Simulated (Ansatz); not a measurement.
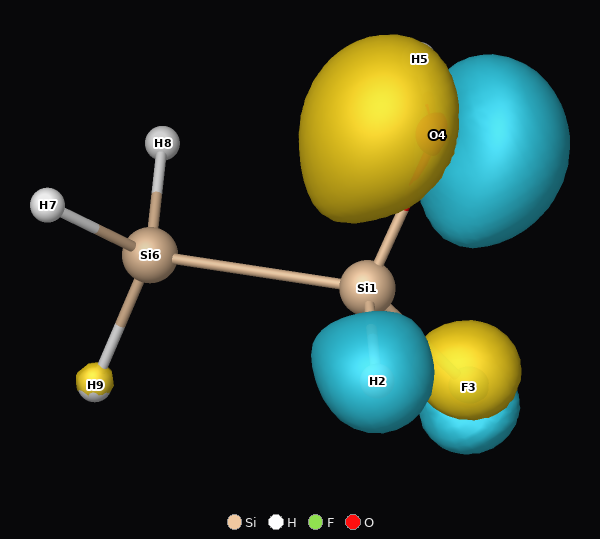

Figure 1: FH5OSi2. The HOMO−1 at ±0.15 Å⁻³ᐟ² (yellow and cyan are the two phases), seen at a tilt.

Not at a stationary point (largest force 1.8 eV/Å).

These are results of RKS PBE/6-31G* in Ansatz 0.2.0, not measurements.

```xyz
9

Si    0.1016    0.0080    0.1537
H     0.6993   -0.0535    1.4786
F     1.5408    0.2565   -0.4987
O    -0.9145    1.3297    0.0688
H    -1.5036    1.3527   -0.7085
Si   -0.9762   -1.8988   -0.7146
H    -2.0505   -2.3228    0.2437
H    -1.6464   -1.5506   -2.0137
H    -0.0441   -3.0500   -0.9427
```

### Where does this orbital lie, and at what energy?

Its weight (Hirshfeld) is mainly on O4 (about 65 %) and F3 (about 10 %); largely a lone pair of O4. Its energy is −7.84 eV.
